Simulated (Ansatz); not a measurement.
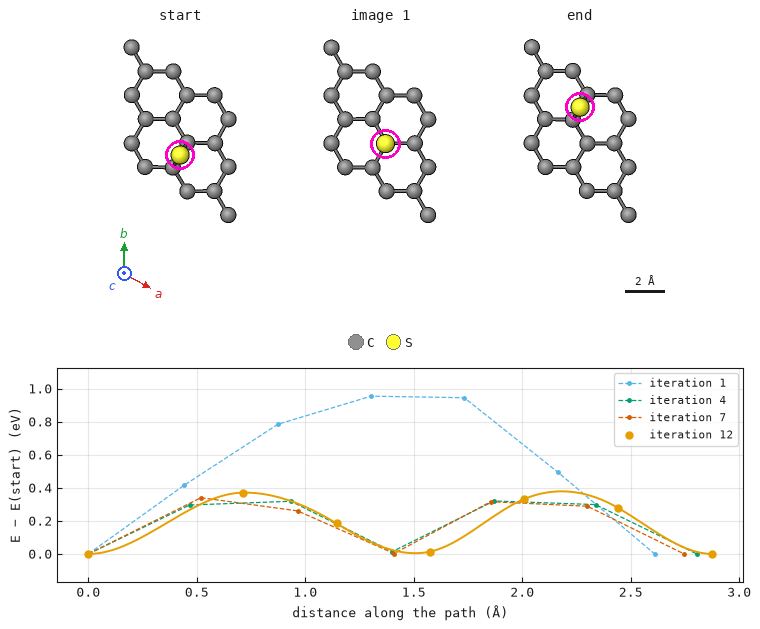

A nudged-elastic-band calculation for S on graphene monolayer (19 atoms in the cell). Images are numbered from 0 (start) to 6 (end). The plot follows the band through its iterations. The picture is a ball-and-stick view of the simulation cell, with the vacuum cut short (origin moved), seen along the c axis. The moving atom is ringed, with any periodic copies. Bonds to atoms that aren't drawn are left out.

Computed with Ansatz, DFT PBE-D3(BJ), scalar-relativistic, plane waves, PAW.

Input
```yaml
crystal:
  lattice:
    - [7.398, 0.0, 0.0]
    - [-3.699, 6.406856, 0.0]
    - [0.0, 0.0, 13.0]
  atoms:
    - { symbol: C, position: [0.00669131, 0.00387066, 0.07107903] }
    - { symbol: C, position: [0.22965849, 0.11488722, 0.06865882] }
    - { symbol: C, position: [0.00756814, 0.33556208, 0.07126243] }
    - { symbol: C, position: [0.22778087, 0.44624709, 0.07132577] }
    - { symbol: C, position: [0.00567341, 0.66691759, 0.06868907] }
    - { symbol: C, position: [0.22862267, 0.77791185, 0.07115082] }
    - { symbol: C, position: [0.34159523, 0.00386737, 0.07109858] }
    - { symbol: C, position: [0.55905967, 0.11452744, 0.07648975] }
    - { symbol: C, position: [0.33982853, 0.33522032, 0.0713279] }
    - { symbol: C, position: [0.56290124, 0.44622928, 0.07130298] }
    - { symbol: C, position: [0.33538999, 0.66723564, 0.07661707] }
    - { symbol: C, position: [0.55981027, 0.77515082, 0.09798316] }
    - { symbol: C, position: [0.67553163, 0.0066172, 0.09785219] }
    - { symbol: C, position: [0.89989922, 0.11454225, 0.07647977] }
    - { symbol: C, position: [0.67242662, 0.33554275, 0.07125804] }
    - { symbol: C, position: [0.8955045, 0.44657219, 0.07131427] }
    - { symbol: C, position: [0.6762642, 0.66723413, 0.07657683] }
    - { symbol: C, position: [0.89371287, 0.77792326, 0.07111425] }
    - { symbol: S, position: [0.61780982, 0.89109807, 0.23380427] }
magnetization:
  spin_polarized: true
basis:
  ecutwfc: 420.0
kpoints:
  mp_grid: { grid: [2, 2, 1] }
hamiltonian:
  xc: pbe
  dispersion: d3bj
scf:
  occupations: { method: fermi_dirac, width: 0.05 }
  lower_state_search: "off"
neb:
  images: 5
  f_tol: 0.05
  initial_path: idpp
  max_iterations: 43
  final_atoms:
    - { symbol: C, position: [0.00567341, 0.00025092, 0.06868907] }
    - { symbol: C, position: [0.22862267, 0.11124518, 0.07115082] }
    - { symbol: C, position: [0.00669131, 0.33720399, 0.07107903] }
    - { symbol: C, position: [0.22965849, 0.44822055, 0.06865882] }
    - { symbol: C, position: [0.00756814, 0.66889541, 0.07126243] }
    - { symbol: C, position: [0.22778087, 0.77958042, 0.07132577] }
    - { symbol: C, position: [0.33538999, 0.00056897, 0.07661707] }
    - { symbol: C, position: [0.55981027, 0.10848415, 0.09798316] }
    - { symbol: C, position: [0.34159523, 0.3372007, 0.07109858] }
    - { symbol: C, position: [0.55905967, 0.44786077, 0.07648975] }
    - { symbol: C, position: [0.33982853, 0.66855365, 0.0713279] }
    - { symbol: C, position: [0.56290124, 0.77956261, 0.07130298] }
    - { symbol: C, position: [0.6762642, 0.00056746, 0.07657683] }
    - { symbol: C, position: [0.89371287, 0.11125659, 0.07111425] }
    - { symbol: C, position: [0.67553163, 0.33995053, 0.09785219] }
    - { symbol: C, position: [0.89989922, 0.44787558, 0.07647977] }
    - { symbol: C, position: [0.67242662, 0.66887608, 0.07125804] }
    - { symbol: C, position: [0.8955045, 0.77990552, 0.07131427] }
    - { symbol: S, position: [0.61780982, 1.2244314, 0.23380427] }
  order_check: true
```

Launched with:
```bash
ansatz run input.yaml --threads 2 --pin off --max-ram 5120MiB --backend cpu --events-out ev --progress --plain --runs-dir out
```

Question: Judge this run.

Answer: The run is converged, with reservations. The band converged in 12 iterations. The climbing image converged on the top of the path. A check of its curvatures didn't confirm a first-order saddle. The first iteration put the highest image at 0.95 eV. The barrier is about 0.37 eV in both directions, with image 1 at the top; the ends have the same energy. The profile has 2 maxima (images 1, 4) with a dip at image 3 (+0.01 eV), so the process runs in steps.

Limits of the set-up: the periodic images lie only 7.4 Å apart, so the values are limited by the cell's size.

Cost: 8 min on 2 threads of Arm Neoverse V2, with other jobs on the host, peak memory 1.9 GiB.
